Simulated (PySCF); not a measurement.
# NMR shielding calculation of C₅H₈FNO

System: C₅H₈FNO.
Method: GIAO PBE0/pcSseg-1 NMR shielding, non-relativistic, gas phase (PySCF 2.14.0).

The geometry comes from this level: GFN2-xTB. Figures and captions count atoms from 1; the log counts them from 0 in places.

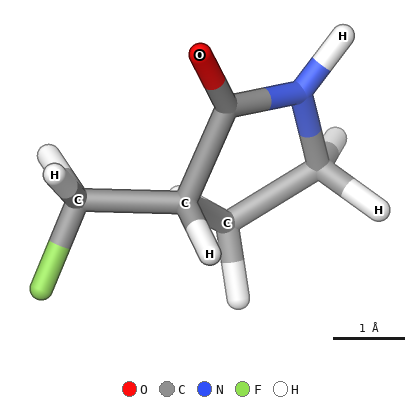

The structure as given in the input (stick view, seen at a tilt). Bond lengths as drawn: C–C 1.52 to 1.53 Å, C–F 1.37 Å, C–H 1.09 to 1.10 Å, C–N 1.35 to 1.44 Å, C–O 1.21 Å and H–N 1.01 Å.

### Results in brief

| quantity | value |
| --- | --- |
| outcome | converged |
| total energy | −424.673924 hartree |
| HOMO | −7.39 eV |
| LUMO | 0.68 eV |
| dipole moment | 4.03 D |
| isotropic shielding, O | −54.1 ppm |
| isotropic shielding, C | 12.6 to 155.1 ppm |
| isotropic shielding, N | 139.8 ppm |
| isotropic shielding, F | 426.0 ppm |
| isotropic shielding, H | 26.4 to 29.8 ppm |
| hardware | 1 CPU thread, shared host |
| wall time | 47 s |
| peak memory | 0.79 GiB |

### Input
```
{"job": {"kind": "nmr", "xc": "PBE0", "basis": "pcSseg-1"}, "charge": 0, "multiplicity": 1}
O      0.041159     2.428979     0.339216
C     -0.302176     1.285851     0.159701
N     -1.490560     0.748618     0.493819
C     -1.656599    -0.641539     0.141846
C     -0.214686    -1.108823    -0.093851
C      0.525846     0.171734    -0.488550
C      1.977665     0.242209    -0.044956
F      2.742704    -0.652270    -0.755353
H     -2.241324     1.303749     0.870295
H     -2.146766    -1.191108     0.948553
H     -2.263262    -0.741754    -0.767274
H      0.204632    -1.502068     0.833289
H     -0.149822    -1.882266    -0.855455
H      0.490788     0.323974    -1.572868
H      2.089617    -0.016260     1.012976
H      2.385186     1.239918    -0.232799
```

The first line tells a small driver script what to run in PySCF; the rest is the geometry in Å.

Run as:
```bash
OMP_NUM_THREADS=1 python <driver script> task.json out
```

### Output
```
coarse grid: 13624 points
cycle   1  E = -424.4547020752  dE =  1.328e+00  |g| = 9.048e-01  |ddm| = 3.539e+00
cycle   2  E = -423.9918943098  dE =  4.628e-01  |g| = 1.800e+00  |ddm| = 2.500e+00
cycle   3  E = -424.5993219377  dE = -6.074e-01  |g| = 2.358e-01  |ddm| = 1.892e+00
cycle   4  E = -424.6092781063  dE = -9.956e-03  |g| = 8.671e-02  |ddm| = 2.269e-01
cycle   5  E = -424.6105290699  dE = -1.251e-03  |g| = 2.025e-02  |ddm| = 6.411e-02
cycle   6  E = -424.6106144059  dE = -8.534e-05  |g| = 6.325e-03  |ddm| = 2.193e-02
cycle   7  E = -424.6106225734  dE = -8.167e-06  |g| = 1.276e-03  |ddm| = 5.540e-03
final grid: 132824 points
cycle   8  E = -424.6738866246  dE = -2.942e-05  |g| = 1.366e-02  |ddm| = 2.987e-02
cycle   9  E = -424.6737918164  dE =  9.481e-05  |g| = 2.624e-02  |ddm| = 3.030e-02
cycle  10  E = -424.6739231577  dE = -1.313e-04  |g| = 2.428e-03  |ddm| = 2.110e-02
cycle  11  E = -424.6739243970  dE = -1.239e-06  |g| = 3.380e-04  |ddm| = 1.933e-03
cycle  12  E = -424.6739244123  dE = -1.530e-08  |g| = 1.619e-04  |ddm| = 3.913e-04
cycle  13  E = -424.6739244163  dE = -4.033e-09  |g| = 3.410e-05  |ddm| = 1.264e-04
cycle  14  E = -424.6739244166  dE = -2.068e-10  |g| = 1.018e-05  |ddm| = 3.564e-05
```

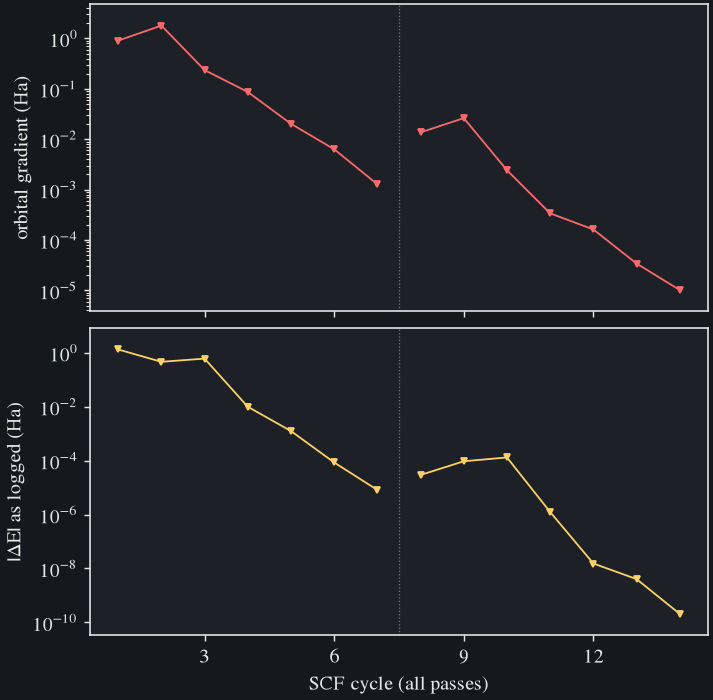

Convergence of the self-consistent field: orbital gradient and size of the energy change against the SCF cycle. The dotted line marks the change from a coarse to the final integration grid. The first 7 cycles use a coarse grid, the final grid takes over at cycle 8, and the field converges after 14 cycles in all.

```
converged SCF energy = -424.6739244166

GIAO shielding tensors (ppm)
atom      isotropic    diamagn.    paramagn.     s11        s22        s33       span
  0 O      -54.057     399.002    -453.059   -342.052   -183.227    363.109    705.161
  1 C       12.615     246.585    -233.969    -73.698     42.278     69.266    142.965
  2 N      139.799     329.204    -189.406     35.919    142.440    241.036    205.117
  3 C      144.244     245.086    -100.842    127.227    136.764    168.739     41.512
  4 C      155.068     247.453     -92.385    136.978    157.023    171.203     34.224
  5 C      142.122     252.868    -110.746    126.673    138.458    161.234     34.562
  6 C       95.699     240.894    -145.195     61.684     81.445    143.968     82.285
  7 F      425.964     471.226     -45.262    379.721    432.521    465.648     85.927
  8 H       27.470      31.706      -4.236     22.247     24.396     35.766     13.519
  9 H       28.319      28.667      -0.348     24.194     26.117     34.646     10.452
 10 H       28.201      28.922      -0.721     23.521     26.334     34.749     11.228
 11 H       29.804      30.934      -1.130     24.789     29.148     35.475     10.686
 12 H       29.215      30.047      -0.832     25.072     27.602     34.970      9.898
 13 H       29.041      31.187      -2.146     26.367     27.535     33.222      6.855
 14 H       27.258      28.949      -1.690     23.224     28.665     29.886      6.662
 15 H       26.365      28.282      -1.916     21.672     27.852     29.572      7.900
```

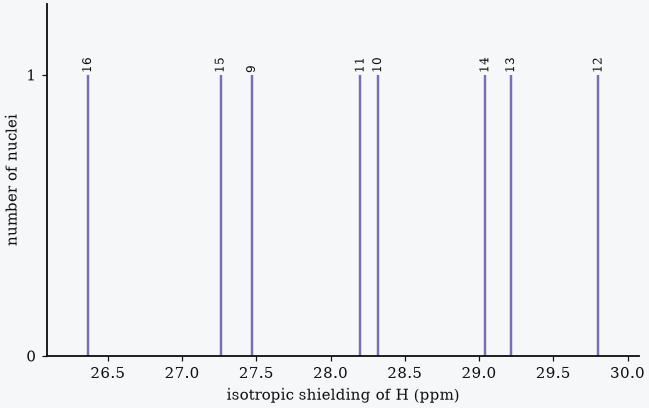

Isotropic shieldings of the hydrogen nuclei in this fixed geometry, labelled by atom number; shielding grows to the right, so chemical shift grows to the left. The least shielded is H16 (26.4 ppm), the most shielded H12 (29.8 ppm).

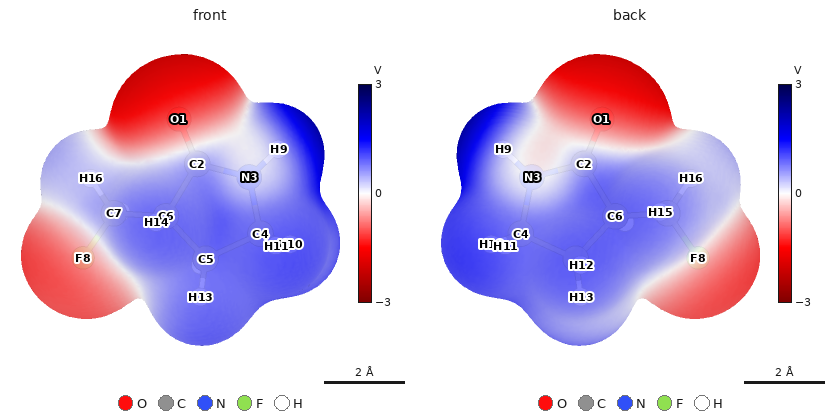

The electrostatic potential painted on the density surface at 0.002 e/bohr³, seen face on and from behind; the colour scale runs from red (negative) to blue (positive).

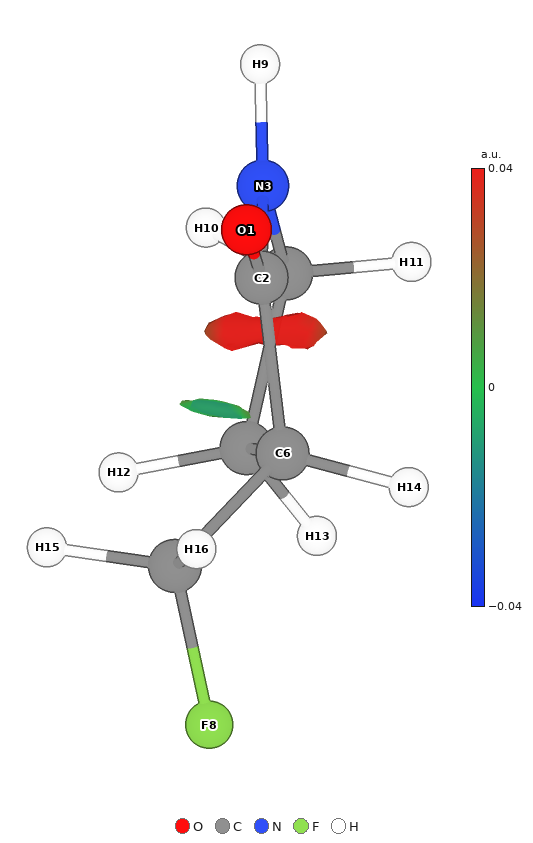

Non-covalent interaction (NCI) plot: the surface where the reduced density gradient is 0.5, for densities under 0.05 a.u., coloured by sign(λ₂)ρ; seen at an oblique angle. Between H16 and C7 on one side and O1 and C2 on the other: a weak, van der Waals-like contact (green); inside the ring or cage of C2, N3, C4, C5 and C6: steric crowding (red).

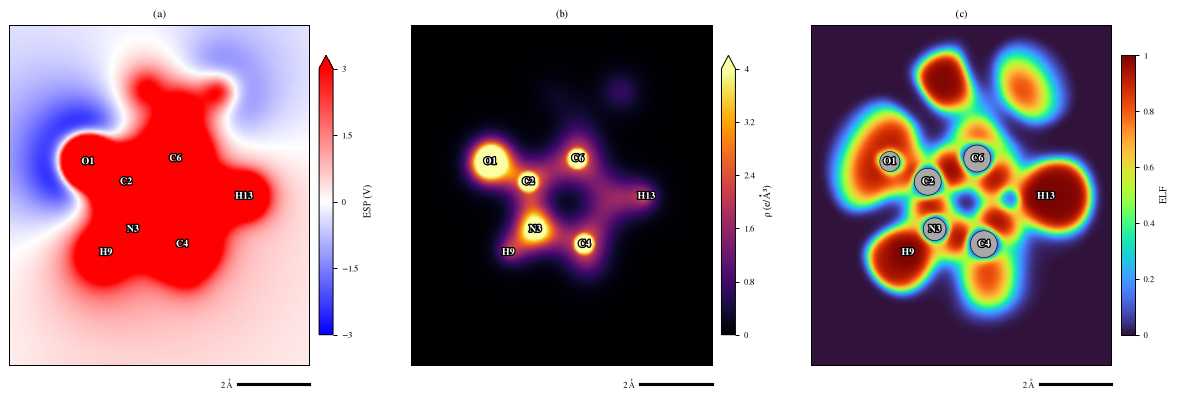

(a) molecular electrostatic potential; (b) electron density; (c) electron localisation function on the plane of atoms N3, C2 and C6. Grey discs, where drawn, cover atomic cores. C–O (1.21 Å): ρ is about 3.3 e/Å³ halfway; the ELF peaks at about 0.85 between the atoms (a multiple bond by its length, whose ELF region spreads away from the axis). C–N (1.35 Å): ρ at the midpoint is about 2.4 e/Å³; the ELF peaks at about 0.90 between the atoms (a shared electron pair). C–C (1.53 Å): ρ at the midpoint is about 1.7 e/Å³; the ELF peaks at about 0.95 between the atoms, which marks a covalent bond.
